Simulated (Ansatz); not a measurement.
**SnPH$_{5}$S (charge −3): single-point calculation**

System: SnPH$_{5}$S, charge −3, multiplicity 2.
Method: UKS revPBE-d4/def2-TZVPP (Ansatz 0.2.0).

Some settings of this run were made unusual or wrong on purpose. The geometry comes from this level: PBE0-D4/def2-TZVP.

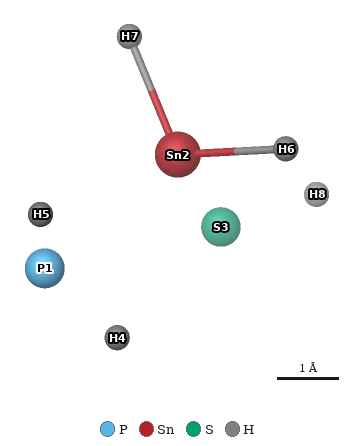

**Figure 1.** The structure (ball-and-stick view, seen at a tilt; atoms are numbered from 1 in the order of the input). Sticks mark near contacts. Bond lengths as drawn: H–Sn 2.14 Å.

**What the run reported**

| quantity | value |
| --- | --- |
| outcome | converged |
| total energy | −26023.9866 eV |
| mean-field energy | −26023.0776 eV |
| dispersion energy | −0.9090 eV |
| ⟨S²⟩ | 0.753 |
| SCF solution under orbital rotations | stable |
| hardware | 2 threads of AMD EPYC, 23 GiB of memory available, shared host |
| wall time | 63 s (CPU time 2 min) |
| peak memory | 1.1 GiB |

A setting was made wrong on purpose: charge. The program still converged, but the numbers can't be taken as results for the intended system.

**Input file**
```yaml
crystal:
  periodic: [false, false, false]
  atoms:
    - {symbol: P, position_ang: [-1.428357, 0.754111, -1.956855]}
    - {symbol: Sn, position_ang: [0.736403, 0.080484, 0.192103]}
    - {symbol: S, position_ang: [0.553990, -2.906913, 0.540226]}
    - {symbol: H, position_ang: [-2.727727, 0.778168, -0.746427]}
    - {symbol: H, position_ang: [-1.133102, 2.501497, -1.808954]}
    - {symbol: H, position_ang: [0.410399, 0.967350, 2.108183]}
    - {symbol: H, position_ang: [2.671171, 0.608360, -0.546642]}
    - {symbol: H, position_ang: [1.032473, -2.854432, 2.148489]}
basis:
  gaussian: {orbitals: def2-TZVPP}
total_charge: -3
magnetization: {spin_polarized: true, initial_magnetization: 1}
hamiltonian: {xc: {name: revPBE}, dispersion: d4}
accuracy: high
```

Run as:
```bash
ansatz run in.yaml --threads 2 --pin off --events-out ev --progress --plain --max-ram 4352MiB
```

**The program's output**
```
Functional definition: revPBE
  name "revPBE"
  cite "Zhang & Yang, Phys. Rev. Lett. 80, 890 (1998) doi:10.1103/PhysRevLett.80.890"
  cite "Perdew, Burke & Ernzerhof, Phys. Rev. Lett. 77, 3865 (1996) doi:10.1103/PhysRevLett.77.3865"
  parameter kappa = 1.245
  parameter beta = 0.06672455060314922
  exchange = pbe_x(kappa = kappa, mu = beta*pi^2/3)
  correlation = pbe_c(beta = beta)
3532 factors; integrals over basis functions are off by at most 7.3e-8 eV
mean field evaluation 1: about -26007.9136 eV, gradient 4.5e1 eV
mean field evaluation 2: about -25933.9448 eV, gradient 1.1e2 eV
mean field evaluation 4: about -26007.3709 eV, gradient 3.4e1 eV
mean field evaluation 8: about -26022.5377 eV, gradient 5.5e0 eV
mean field evaluation 16: about -26023.0289 eV, gradient 1.5e0 eV
mean field evaluation 32: about -26023.0619 eV, gradient 1.3e-6 eV
mean field evaluation 64: about -26023.0579 eV, gradient 5.9e-1 eV
mean field evaluation 96: about -26021.3669 eV, gradient 2.8e0 eV
mean field evaluation 128: about -26023.0516 eV, gradient 2.6e-1 eV
mean field evaluation 160: about -26023.0560 eV, gradient 5.2e-1 eV
mean field evaluation 192: about -26023.0533 eV, gradient 5.4e-1 eV
mean field -26023.07756552 eV, -956.3304614575 hartree, gradient 9.1e-8 eV, S^2 0.752727; 16 other end points of the search recorded, 0 dependent functions left out
reference -26023.07757086 eV, -956.3304616536 hartree; 31, 30 occupied and 173, 174 virtual orbitals, 3532 factors
Total energy: -26023.98657089 eV, -956.3638667886 hartree
```
